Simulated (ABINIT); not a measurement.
# SrCl2 (Fm-3m): G0W0 in ABINIT against the bands in the self-energy, part 2 of 2

How does the gap of SrCl2 (Fm-3m) converge in the bands in the self-energy?

ABINIT 10.8.3; PBE and many-body steps on it, plane waves. Known limits of the many-body steps: not at the basis limit; no spin-orbit coupling; coarse k mesh.

So far. Step 2 (Screening, 2×2×2 mesh, 149 bands, screening to 176.9 eV): Local fields lower ε∞ by 15 %. On a Γ-centred mesh this coarse the value itself is usually too large, while a short band sum pulls it down.

### 5. 46 bands

Level of this step: G0W0 on PBE, plane waves, norm-conserving pseudopotentials (ABINIT).

The self-energy is evaluated for the states that the input lists, and the levels follow from it, in one-shot runs by the linearised quasiparticle equation.

Input file run.abi:

```
acell 3*1.0 Angstrom
rprim 
  -0.000000000000 3.488350000000 3.488350000000
  3.488350000000 -0.000000000000 3.488350000000
  3.488350000000 3.488350000000 -0.000000000000
ntypat 2
znucl 38 17
natom 3
typat 1 2 2
xred 
  0.000000000000 0.000000000000 0.000000000000
  0.250000000000 0.250000000000 0.250000000000
  0.750000000000 0.750000000000 0.750000000000
pp_dirpath "pseudos"
pseudos "Sr.upf, Cl.upf"
ecut 28
ngkpt 2 2 2
nshiftk 1
shiftk 0 0 0
kptopt 1
chksymbreak 0
istwfk *1
occopt 1
irdwfk 1
optdriver 4
nband 46
gwcalctyp 0
ecutsigx 28
symsigma 1
nkptgw 2
kptgw 
  0.5000000000 0.5000000000 0.0000000000
  0.0000000000 0.0000000000 0.0000000000
bdgw 
  10 14
  10 15
ecuteps 6.5
irdscr 1
ppmodel 1
indata_prefix "in"
outdata_prefix "out"
tmpdata_prefix "tmp"
```

On the command line:

```console
$ OMP_NUM_THREADS=1 mpirun -n 4 abinit run.abi > log
```

The program printed:

```text
.Version 10.8.3 of ABINIT. v10.8.2 released Aug 2026.

 Symmetries : space group Fm -3 m (#225); Bravais cF (face-center cubic)
[... echo of the input left out ...]
== DATASET  1 ==================================================================
-   mpi_nproc: 4, omp_nthreads: 1 (-1 if OMP is not activated)

--- !DatasetInfo
iteration_state: {dtset: 1, }
dimensions: {natom: 3, nkpt: 3, mband: 46, nsppol: 1, nspinor: 1, nspden: 1, mpw: 4088, }
cutoff_energies: {ecut:  28.0, pawecutdg:  -1.0, }
[...]
Band     E0 <VxcDFT>   SigX SigC(E0)      Z dSigC/dE  Sig(E)    E-E0       E
[...]
14   7.776  -9.730  -4.691  -2.750   0.862  -0.160  -7.757   1.973   9.748
       15   7.776  -9.730  -4.691  -2.750   0.862  -0.160  -7.757   1.973   9.748

== END DATASET(S) ==============================================================
================================================================================

 -outvars: echo values of variables after computation  --------
           etotal      0.0000000000E+00
            nband          46
             nkpt           3
          spgroup         225
 [... the other variables as echoed above ...]

 Calculation completed.
```

Elapsed: 7.5 s, on 4 MPI ranks of Arm Neoverse V1, shared host; peak memory 0.73 GiB; 30 s of CPU time.

Numbers from this step:

| Quantity | Value |
| --- | --- |
| G0W0 gap on the points computed | 7.162 eV |
| starting gap on the mesh | 5.343 eV |
| k of the valence top | 0.5, 0.5, 0 |
| k of the conduction bottom | 0, 0, 0 |
| least direct G0W0 gap on the computed points | 7.578 eV |

The gap on the mesh goes from 5.34 eV to 7.16 eV, a correction of +1.82 eV.

### 6. 92 bands

Changes to run.abi since step 5:

```diff
@@ -25,3 +25,3 @@
 optdriver 4
-nband 46
+nband 92
 gwcalctyp 0
```

The program printed:

```text
.Version 10.8.3 of ABINIT. v10.8.2 released Aug 2026.

 Symmetries : space group Fm -3 m (#225); Bravais cF (face-center cubic)
[... echo of the input left out ...]
== DATASET  1 ==================================================================
-   mpi_nproc: 4, omp_nthreads: 1 (-1 if OMP is not activated)

--- !DatasetInfo
iteration_state: {dtset: 1, }
dimensions: {natom: 3, nkpt: 3, mband: 92, nsppol: 1, nspinor: 1, nspden: 1, mpw: 4088, }
cutoff_energies: {ecut:  28.0, pawecutdg:  -1.0, }
[...]
Band     E0 <VxcDFT>   SigX SigC(E0)      Z dSigC/dE  Sig(E)    E-E0       E
[...]
14   7.776  -9.730  -4.691  -3.174   0.857  -0.167  -8.132   1.598   9.373
       15   7.776  -9.730  -4.691  -3.174   0.857  -0.167  -8.132   1.598   9.373

== END DATASET(S) ==============================================================
================================================================================

 -outvars: echo values of variables after computation  --------
           etotal      0.0000000000E+00
            nband          92
             nkpt           3
          spgroup         225
 [... the other variables as echoed above ...]

 Calculation completed.
```

Wall time 12 s (4 MPI ranks); peak memory 0.8 GiB; 46 s of CPU time.

Numbers from this step:

```yaml
g0w0_gap_on_the_points_computed: 7.288 eV
starting_gap_on_the_mesh: 5.343 eV
k_of_the_valence_top: 0.5, 0.5, 0
k_of_the_conduction_bottom: 0, 0, 0
least_direct_g0w0_gap_on_the_computed_points: 7.687 eV
```

Against the run before, the gap moves by +0.126 eV.

### 7. 149 bands

Changes to run.abi since step 6:

```diff
@@ -25,3 +25,3 @@
 optdriver 4
-nband 92
+nband 149
 gwcalctyp 0
```

The program printed:

```text
.Version 10.8.3 of ABINIT. v10.8.2 released Aug 2026.

 Symmetries : space group Fm -3 m (#225); Bravais cF (face-center cubic)
[... echo of the input left out ...]
== DATASET  1 ==================================================================
-   mpi_nproc: 4, omp_nthreads: 1 (-1 if OMP is not activated)

--- !DatasetInfo
iteration_state: {dtset: 1, }
dimensions: {natom: 3, nkpt: 3, mband: 149, nsppol: 1, nspinor: 1, nspden: 1, mpw: 4088, }
cutoff_energies: {ecut:  28.0, pawecutdg:  -1.0, }
[...]
Band     E0 <VxcDFT>   SigX SigC(E0)      Z dSigC/dE  Sig(E)    E-E0       E
[...]
14   7.776  -9.730  -4.691  -3.321   0.856  -0.169  -8.260   1.469   9.245
       15   7.776  -9.730  -4.691  -3.321   0.856  -0.169  -8.260   1.469   9.245

== END DATASET(S) ==============================================================
================================================================================

 -outvars: echo values of variables after computation  --------
           etotal      0.0000000000E+00
            nband         149
             nkpt           3
          spgroup         225
 [... the other variables as echoed above ...]

 Calculation completed.
```

The job ended after 17 s (4 MPI ranks; peak memory 0.93 GiB).

Numbers from this step:

```
G0W0 gap on the points computed              : 7.364 eV
starting gap on the mesh                     : 5.343 eV
k of the valence top                         : 0.5, 0.5, 0
k of the conduction bottom                   : 0, 0, 0
least direct G0W0 gap on the computed points : 7.755 eV
```

Against the run before, the gap moves by +0.076 eV.

### 8. The runs together

Times are wall times on 4 MPI ranks of Arm Neoverse V1, shared host, good to a factor of about two. A run's time includes the screening step that it read.

```tsv
run	mesh	bands	screening cutoff (eV)	DFT gap (eV)	gap on the mesh (eV)	direct (eV)	ε∞ used	time
20 bands	2×2×2	20	176.9	5.343	6.939	7.361	2.90	15 s
24 bands	2×2×2	24	176.9	5.343	6.828	7.298	2.90	15 s
46 bands	2×2×2	46	176.9	5.343	7.162	7.578	2.90	18 s
92 bands	2×2×2	92	176.9	5.343	7.288	7.687	2.90	22 s
149 bands	2×2×2	149	176.9	5.343	7.364	7.755	2.90	28 s
```

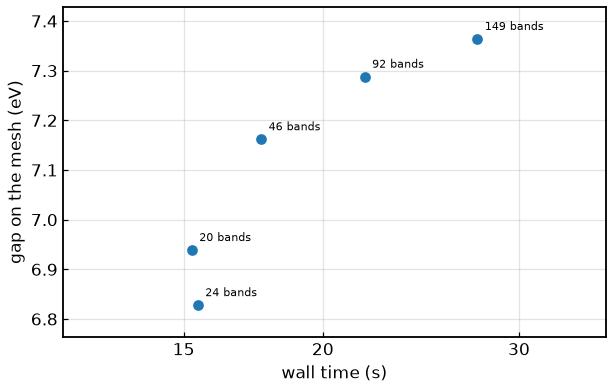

Result against wall time.

### 9. Outcome

```
20 bands     : 6.939 eV
24 bands     : 6.828 eV
46 bands     : 7.162 eV
92 bands     : 7.288 eV
149 bands    : 7.364 eV
known limits : not at the basis limit; no spin-orbit coupling; coarse k mesh
```

**Reading.** The setting moved: bands in the self-energy. From 20 bands to 149 bands the gap moves by +0.42 eV, not steadily: it passes through 6.83 eV. The last step still moves it by +0.076 eV. Bands and screening cutoff are coupled, so a series along one setting does not show full convergence. Bands and cutoff are finite, so the gap is not at the basis limit. The miss can reach some tenths of an eV and take either sign; the mesh is an error of its own. In the first G0W0 run levels were corrected at 2 k points alone, so a gap called «on the mesh» is the least over those, and an edge elsewhere would be missed. The 2×2×2 mesh is coarse for this cell, which bears on the long-range parts of exchange and screening. The many-body steps are scalar-relativistic: spin-orbit coupling is not in them.

[Paths, hosts, dates, memory and timing lines, banners, echoed tables and standing remarks are left out of the program output.]

[Logs are printed without paths, hosts, clocks, repeated set-up lines and the standing remarks that a program may print on its own settings, such as how far it seeks lower states.]

[Runs of the session that timed out or met a known fault of the program may be left out.]

[No measured gap is set beside runs whose start may be inverted or whose files or cutoffs have a known fault.]

[Hosts, paths, dates, database ids (printed as entryN), source tags and the programs' standing remarks are cut or masked in the printed files.]

[G0W0 gaps are taken among the corrected bands and points alone; a level outside them can change the order at an edge.]

[Where Ansatz stands beside ABINIT at settings called matched, ABINIT's density can come from a denser mesh and the files from another edition; pairs whose starting gaps differed by over 0.03 eV were left out, so agreement reads better than it is.]
